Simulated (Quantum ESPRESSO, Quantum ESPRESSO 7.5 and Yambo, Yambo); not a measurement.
**BP (F-43m): G0W0 on several meshes in Yambo**

Wanted: mesh dependence and cost of G0W0 for BP (F-43m).

Method: PBE and many-body steps on it, plane waves, in Quantum ESPRESSO 7.5 and Yambo 5.3.0.

## Step 1: Set-up

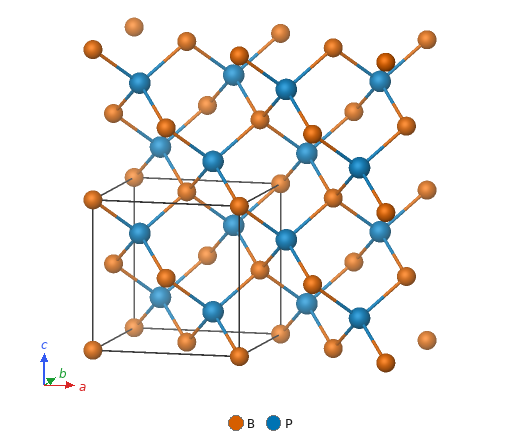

The cell as given, slightly off an axis (boron orange, phosphorus blue). 2×1×2 cells are drawn. This picture shows the conventional cell, with its axes. Bonds to atoms that aren't drawn are left out. Some periodic images of atoms are drawn too.

The cell and positions come from the Crystallography Open Database and are kept as given unless a step says otherwise.

## Step 2: Empty states on the mesh, 8×8×8 mesh, 279 bands

This step: Quantum ESPRESSO 7.5; DFT, PBE, plane waves, norm-conserving pseudopotentials.

The sums over transitions need many empty states on a uniform mesh; this step solves for them.

Input file pw.in:

```
&control
  calculation = 'nscf'
  prefix = 'x'
  outdir = 'o'
  pseudo_dir = 'pseudo'
/
&system
  ibrav = 0
  nat = 2
  ntyp = 2
  ecutwfc = 68.0
  nbnd = 279
  force_symmorphic = .true.
/
&electrons
  conv_thr = 1e-9
  electron_maxstep = 80
  diago_full_acc = .true.
  diago_thr_init = 5e-6
/
ATOMIC_SPECIES
  B 10.81 B.upf
  P 30.974 P.upf
CELL_PARAMETERS angstrom
  0.0000000000 2.2690000000 2.2690000000
  2.2690000000 0.0000000000 2.2690000000
  2.2690000000 2.2690000000 0.0000000000
ATOMIC_POSITIONS crystal
  B 0.0000000000 0.0000000000 0.0000000000
  P 0.2500000000 0.2500000000 0.2500000000
K_POINTS automatic
  8 8 8 0 0 0
```

Started as:

```sh
OMP_NUM_THREADS=1 mpirun -n 4 pw.x -nk 4 -in pw.in > pw.out
```

The program printed:

```text
Program PWSCF v.7.5 starts

     This program is part of the open-source Quantum ESPRESSO suite
     for quantum simulation of materials; please cite
         "P. Giannozzi et al., J. Phys.:Condens. Matter 21 395502 (2009);
         "P. Giannozzi et al., J. Phys.:Condens. Matter 29 465901 (2017);
         "P. Giannozzi et al., J. Chem. Phys. 152 154105 (2020);
     in publications or presentations arising from this work. More details at

     Atomic positions and unit cell read from directory:
     o/x.save/

     Message from routine setup:
[...]
119.6314 119.6477 120.3250 120.3250 122.4675 122.4675 123.9991 125.4692
     [... 23 further rows ...]
   277.8436 279.0803 279.0803 279.6561 279.8156 279.8156 281.1667 282.1417
   282.1417 283.0662 283.0662 285.0292 285.2912 285.2912 286.4814

          k = 0.2652 0.2652-0.2652 (  1483 PWs)   bands (ev):

     [... further k-points ...]

     highest occupied, lowest unoccupied level (ev):     9.2413   10.5218

     XML data file, pseudopotentials, collected wavefunctions

=------------------------------------------------------------------------------=
   JOB DONE.
=------------------------------------------------------------------------------=
```

Wall time 44 s (4 MPI ranks of Arm Neoverse V1, shared host); peak memory 0.37 GiB; 2.9 min of CPU time.

Numbers from this step:

- gap: 1.281 eV
- k of the valence top: 0, 0, 0
- k of the conduction bottom: 0, 0.375, 0.375
- least direct gap: 3.407 eV
- k points computed: 29
- lowest point of the top converged band, above the valence top: 277.0218 eV

On this mesh the gap is 1.281 eV.

The density comes from a self-consistent run that is not shown.

## Step 3: Conversion and set-up

This step: Yambo 5.3.0; conversion and set-up on PBE, plane waves, norm-conserving pseudopotentials.

The states are converted to the many-body program's format and the q mesh is built.

Started as:

```sh
(cd o/x.save; p2y > p2y.log; mv SAVE ../..); yambo > setup.log
```

The program printed:

```text
 Yambo, version 5.3.0

 [02] CORE Variables Setup
 =========================

  [02.01] Unit cells
  ==================

  Cell kind             :  FCC
  Atoms in the cell     :  B  P
  number of B  atoms    :  1
  number of P  atoms    :  1

  List of atomic masses
  Mass of B     :  10.81000
  Mass of P     :  30.97400

  List of atomic coordinates    : [cc]
  B1       :  0.000000  0.000000  0.000000  order 1
  P1       :  2.143894  2.143894  2.143894  order 2

  Alat factors          :  4.287789  4.287789  4.287789 [a.u.]
  Direct lattice volume :  157.6631 [a.u.]
[...]
Q [ 1]         [rlu]:  0.000000  0.000000  0.000000
 Q [ 2]         [rlu]: -0.53086E-18 -0.53086E-18  0.12500
 Q [ 3]         [rlu]: -0.10617E-17 -0.10617E-17  0.25000
[...]
Q [ 8]         [rlu]: -0.28817E-16  0.12500      0.37500
 Q [ 9]         [rlu]:  0.55886E-16  0.12500      0.50000
 Q [10]         [rlu]:  0.21235E-17  0.12500     -0.37500
     [... 17 further rows ...]
 Q [28]         [rlu]:  0.125000 -0.500000 -0.375000
 Q [29]         [rlu]:  0.250000 -0.500000 -0.250000

  [03.01] X indexes
  =================

   [03.01.01] Sigma indexes
   ========================

 [06] Game Over & Game summary
```

It took 2.6 s on 1 MPI rank; peak memory 0.24 GiB.

## Step 4: 8×8×8

Now the one-shot GW correction: screening in the RPA, then the self-energy of the levels asked for.

This step: G0W0 on PBE, plane waves, norm-conserving pseudopotentials.

Input file gw2.in:

```
HF_and_locXC
gw0
dyson
ppa
em1d
rim_cut
RandQpts= 1000000
RandGvec= 1 RL
EXXRLvcs= 68 Ry
VXCRLvcs= 272 Ry
Chimod= "HARTREE"
% BndsRnXp
 1 | 116 |
%
NGsBlkXp= 17 Ry
% LongDrXp
 1 | 1 | 1 |
%
% GbndRnge
 1 | 116 |
%
DysSolver= "n"
ExtendOut
PPAPntXp= 27.21138 eV
% QPkrange
 1 | 1 | 3 | 6 |
 18 | 18 | 3 | 6 |
%
```

Started as:

```sh
OMP_NUM_THREADS=1 mpirun -n 4 yambo -F gw2.in -J gw2 -C gw2 > gw2.log
```

The program printed:

```text
 Yambo, version 5.3.0

 [02] CORE Variables Setup
 =========================

  [... cell, symmetries and grids as in the set-up ...]

  [02.05] Energies & Occupations
  ==============================

  [X] === General ===
  [X] Electronic Temperature                        :  0.000000  0.000000 [eV K]
  [X] Bosonic    Temperature                        :  0.000000  0.000000 [eV K]
  [X] Finite Temperature mode                       : no
  [X] El. density                                   :  0.34242E+24 [cm-3]
  [X] Fermi Level                                   :  9.241273 [eV]

  [X] === Gaps and Widths ===
  [X] Conduction Band Min                           :  1.280512 [eV]
  [X] Valence Band Max                              :  0.000000 [eV]
  [X] Filled Bands                                  :   4
  [X] Empty Bands                                   :    5  279
  [X] Direct Gap                                    :  3.406803 [eV]
  [X] Direct Gap localized at k                     :  1
  [X] Indirect Gap                                  :  1.280512 [eV]
  [X] Indirect Gap between kpts                     :   1  18
  [X] Last valence band width                       :  5.466754 [eV]
  [X] 1st conduction band width                     :  4.052812 [eV]

 [03] Transferred momenta grid and indexing
 ==========================================

 IBZ Q-points                                      :  29
 BZ  Q-points                                      :   512

 K/Q-points units:
 rlu = crystal or reduced units; cc = cartesian coordinates; iku = interal k-units

 Q [ 1]         [rlu]:  0.000000  0.000000  0.000000
 Q [ 2]         [rlu]: -0.53086E-18 -0.53086E-18  0.12500
 Q [ 3]         [rlu]: -0.10617E-17 -0.10617E-17  0.25000
 Q [ 4]         [rlu]: -0.12375E-16 -0.12375E-16  0.37500
 Q [ 5]         [rlu]:  0.21235E-17  0.21235E-17 -0.50000
 Q [ 6]         [rlu]: -0.45253E-17  0.12500      0.12500
 Q [ 7]         [rlu]: -0.74698E-17  0.12500      0.25000
 Q [ 8]         [rlu]: -0.28817E-16  0.12500      0.37500
 Q [ 9]         [rlu]:  0.55886E-16  0.12500      0.50000
 Q [10]         [rlu]:  0.21235E-17  0.12500     -0.37500
     [... 17 further rows ...]
 Q [28]         [rlu]:  0.125000 -0.500000 -0.375000
 Q [29]         [rlu]:  0.250000 -0.500000 -0.250000

 [04] Coloumb potential Random Integration (RIM)
 ===============================================

  [04.01] RIM initialization
  ==========================

  * Diagonal components only detected *

  8 x (sBL volume)        :  0.024583 [a.u.]
  sBZ random points       :  1000000
  Points outside the sBZ  :   7987327
  RL volume               :  1.573293 [a.u.]
  Integrated volume       :  1.575789 [a.u.]

  [04.02] RIM integrals
  =====================

  Gamma point sphere radius             :  0.052742 [a.u.]
  Points outside the sphere             :   799513
  [Int_sBZ(q=0) 1/q^2]*(Vol_sBZ)^(-1/3) =:  7.764325
                                 should be <:  7.795600

  Summary of Coulomb integrals for non-metallic bands |Q|[au] RIM/Bare

  Q [1] 0.100000E-4 0.995988 * Q [2] 0.158631 1.066458
  Q [6] 0.183171 1.065091 * Q [12] 0.259043 1.027253
  Q [7] 0.303755 1.020682 * Q [3] 0.317261 1.018308
  Q [13] 0.366342 1.014848 * Q [11] 0.399212 1.011996
  Q [22] 0.409583 1.011845 * Q [8] 0.448675 1.010056
  Q [14] 0.475892 1.009230 * Q [4] 0.475892 1.009072
[...]
Q [27] 0.660432 1.005345 * Q [24] 0.685363 1.005053
  Q [26] 0.703481 1.005038 * Q [21] 0.732684 1.004689
  Q [28] 0.755233 1.004511 * Q [20] 0.777128 1.004279
  Q [29] 0.819165 1.004071

 [WARNING] [Xp] User bands 1-116 break level degeneracy

 [05] Dipoles
 ============

  [05.01] Setup: observables and procedures
  =========================================

 [06] Dynamic Dielectric Matrix (PPA)
 ====================================

 [WR./gw2//ndb.pp]---------------------------------------------------------------
  Brillouin Zone Q/K grids (IBZ/BZ)                :    29   512    29   512
  RL vectors                                       :  2085 [WF]
  Coulomb cutoff potential                         : none
  Electronic Temperature                           :  0.000000 [K]
  Bosonic    Temperature                           :  0.000000 [K]
  PPA    diel. fun.  energies                      : Perdew, Burke & Ernzerhof(X)+Perdew, Burke & Ernzerhof(C)
  wavefunctions                                    : Perdew, Burke & Ernzerhof(X)+Perdew, Burke & Ernzerhof(C)
  Global Gauge                                     : length
  X matrix size                                    :  181
  X band range                                     :    1  116
  X e/h energy range                               : -1.000000 -1.000000 [eV]
  X Time ordering                                  : R
  X Hxc Kernel                                     : HARTREE
  X Drude frequency                                :  0.000000  0.000000
  X poles                                          :  100.0000 [o/o]
  RL vectors in the sum                            :  2085
  [r,Vnl] included                                 : yes
  Field direction                                  :  0.577350E-5  0.577350E-5  0.577350E-5
  BZ energy Double Grid                            : no
  BZ energy DbGd points                            : 0
  BZ Q point size factor                           : -1.000000
  X Optical Averaged directions                    : none

 [07] Local Exchange-Correlation + Non-Local Fock
 ================================================

 [VXC] Plane waves :  11935
 [EXS] Plane waves :  1471

 QP @ state[ 1 ] K range:  1  1
 QP @ state[ 1 ] b range:   3   6
 QP @ state[ 2 ] K range:  18  18
 QP @ state[ 2 ] b range:   3   6

 [xc] Functional : Perdew, Burke & Ernzerhof(X)+Perdew, Burke & Ernzerhof(C)
 [xc] LIBXC used to calculate xc functional
  PP Number of Atomic Species                      :  2
  NLCC RL compoments                               :  11935
  PP Number of Atomic Species                      :  2
  NLCC RL compoments                               :  11935

 [xc] E_xc :  -2.820910 [Ha]
      E_xc :  -5.641820 [Ry]

  Local XC kind (lXC) : Perdew, Burke & Ernzerhof(X)+Perdew, Burke & Ernzerhof(C)
  Non-Local XC kind (nlXC) : Hartree-Fock

  Corrections @ K [1] :  [eV]
 <3|nlXC|3> = -14.90583  0.43230E-18 <3|lXC|3> = -13.29750  0.27751E-20
 <4|nlXC|4> = -14.90581  0.16587E-17 <4|lXC|4> = -13.29750 -0.18866E-15
 <5|nlXC|5> = -7.342946  0.12032E-17 <5|lXC|5> = -12.02603  0.13811E-19
 <6|nlXC|6> = -7.342952 -0.30014E-17 <6|lXC|6> = -12.02603 -0.94408E-16

  Corrections @ K [18] :  [eV]
 <3|nlXC|3> = -15.78733 -0.23846E-17 <3|lXC|3> = -12.53017  0.23607E-16
 <4|nlXC|4> = -15.78745  0.11894E-16 <4|lXC|4> = -12.53017  0.94411E-16
 <5|nlXC|5> = -6.867622 -0.38022E-17 <5|lXC|5> = -11.02522  0.94409E-16
 <6|nlXC|6> = -5.938397 -0.27176E-17 <6|lXC|6> = -10.56584  0.47206E-16

 [08] Dyson equation: Newton solver
 ==================================

  [08.01] G0W0 (W PPA)
  ====================

  [  GW  ] Bands range     :    1  116
  [GW/PPA] G damping       :  0.100000 [eV]

  QP @ state[ 1 ] K range:  1  1
  QP @ state[ 1 ] b range:   3   6
  QP @ state[ 2 ] K range:  18  18
  QP @ state[ 2 ] b range:   3   6

   Sc/G bands                                       :    1  116
   Sc/G damping                                     :  0.100000 ev
   Sc bands terminator                              : no
   Sx RL components                                 :  1471

   QP @ state[ 1 ] K range                          :  1  1
   QP @ state[ 1 ] b range                          :   3   6
   QP @ state[ 2 ] K range                          :  18  18
   QP @ state[ 2 ] b range                          :   3   6
   GF energies kind                                 : Perdew, Burke & Ernzerhof(X)+Perdew, Burke & Ernzerhof(C)
   GF WF`s kind                                     : Perdew, Burke & Ernzerhof(X)+Perdew, Burke & Ernzerhof(C)
   Xs energies kind                                 : Perdew, Burke & Ernzerhof(X)+Perdew, Burke & Ernzerhof(C)
   Xs WF`s kind                                     : Perdew, Burke & Ernzerhof(X)+Perdew, Burke & Ernzerhof(C)

 [11] Game Over & Game summary
```

The job ended after 7.6 min (4 MPI ranks; peak memory 1.6 GiB).

This step gave:

* G0W0 gap on the points computed: 2.032 eV
* starting gap on the mesh: 1.281 eV
* k of the valence top: 0, 0, 0
* k of the conduction bottom: 0, 0.375, 0.375
* least direct G0W0 gap on the computed points: 4.287 eV
* Z at the valence top: 0.7957
* Z at the conduction bottom: 0.8078

The gap on the mesh goes from 1.28 eV to 2.03 eV, a correction of +0.75 eV.

## Step 5: Empty states on the mesh, 6×6×6 mesh, 116 bands

This step: Quantum ESPRESSO 7.5; DFT, PBE, plane waves, norm-conserving pseudopotentials.

Edit pw.in of step 2 so:

```diff
@@ -11,3 +11,3 @@
   ecutwfc = 68.0
-  nbnd = 279
+  nbnd = 116
   force_symmorphic = .true.
@@ -31,2 +31,2 @@
 K_POINTS automatic
-  8 8 8 0 0 0
+  6 6 6 0 0 0
```

Started as:

```sh
OMP_NUM_THREADS=1 mpirun -n 4 pw.x -nk 4 -in pw.in > pw.out
```

The program printed:

```text
[banner, memory and clock lines left out]
Program PWSCF v.7.5 starts

     Atomic positions and unit cell read from directory:
     o/x.save/

     Message from routine setup:
     using ibrav=0 with symmetry is DISCOURAGED, use correct ibrav instead

     G-vector sticks info

     bravais-lattice index     =            0
     lattice parameter (alat)  =       6.0638  a.u.
     unit-cell volume          =     157.6631 (a.u.)^3
     number of atoms/cell      =            2
     number of atomic types    =            2
     number of electrons       =         8.00
[...]
[... 3 further rows ...]
[...]
153.1616 153.9643 156.4790 157.6514

          k = 0.2357 0.2357-0.2357 (  1501 PWs)   bands (ev):

[...]
115.0438 115.7629 116.4131 116.4131 120.8281 120.8281 121.7380 123.2343
     [... 3 further rows ...]
   150.1149 150.7319 150.9283 152.1806 152.1806 152.8881 153.4845 153.4845
   153.5928 156.9794 156.9794 157.0844

          k =-0.3536-0.3536 0.3536 (  1476 PWs)   bands (ev):

     [... further k-points ...]

     highest occupied, lowest unoccupied level (ev):     9.2413   10.5886

     XML data file, pseudopotentials, collected wavefunctions
```

Wall time 5.3 s (4 MPI ranks); peak memory 0.24 GiB; 21 s of CPU time.

Numbers from this step:

```yaml
gap: 1.347 eV
k_of_the_valence_top: 0, 0, 0
k_of_the_conduction_bottom: 0, -0.5, -0.5
least_direct_gap: 3.407 eV
k_points_computed: 16
lowest_point_of_the_top_converged_band_above_the_valence_top: 146.5085 eV
```

On this mesh the gap is 1.347 eV.

## Step 6: Conversion and set-up

This step: Yambo 5.3.0; conversion and set-up on PBE, plane waves, norm-conserving pseudopotentials.

Started as:

```sh
(cd o/x.save; p2y > p2y.log; mv SAVE ../..); yambo > setup.log
```

The program printed:

```text
 Yambo, version 5.3.0

 [02] CORE Variables Setup
 =========================

  [02.01] Unit cells
  ==================

  Cell kind             :  FCC
  Atoms in the cell     :  B  P
  number of B  atoms    :  1
  number of P  atoms    :  1

  List of atomic masses
  Mass of B     :  10.81000
  Mass of P     :  30.97400

  List of atomic coordinates    : [cc]
  B1       :  0.000000  0.000000  0.000000  order 1
  P1       :  2.143894  2.143894  2.143894  order 2

  Alat factors          :  4.287789  4.287789  4.287789 [a.u.]
  Direct lattice volume :  157.6631 [a.u.]
[...]
Q [ 1]         [rlu]:  0.000000  0.000000  0.000000
 Q [ 2]         [rlu]: -0.53337E-17 -0.53337E-17  0.16667
 Q [ 3]         [rlu]: -0.10667E-16 -0.10667E-16  0.33333
[...]
Q [ 8]         [rlu]:  0.21235E-17  0.16667     -0.33333
 Q [ 9]         [rlu]:  0.29609E-16  0.16667     -0.16667
 Q [10]         [rlu]: -0.31009E-16  0.33333      0.33333
     [... 4 further rows ...]
 Q [15]         [rlu]:  0.166667  0.333333 -0.333333
 Q [16]         [rlu]:  0.166667 -0.500000 -0.333333

  [03.01] X indexes
  =================

   [03.01.01] Sigma indexes
   ========================

 [06] Game Over & Game summary
```

It took 2.2 s on 1 MPI rank; peak memory 0.23 GiB.

(Part 1 of 2 ends here.)

[Paths, hosts, dates, memory and timing lines, banners, echoed tables and standing remarks are left out of the program output.]

[Logs are printed without paths, hosts, clocks, repeated set-up lines and the standing remarks that a program may print on its own settings, such as how far it seeks lower states.]

[Runs of the session that timed out or met a known fault of the program may be left out.]

[Hosts, paths, dates, database ids (printed as entryN), source tags and the programs' standing remarks are cut or masked in the printed files.]
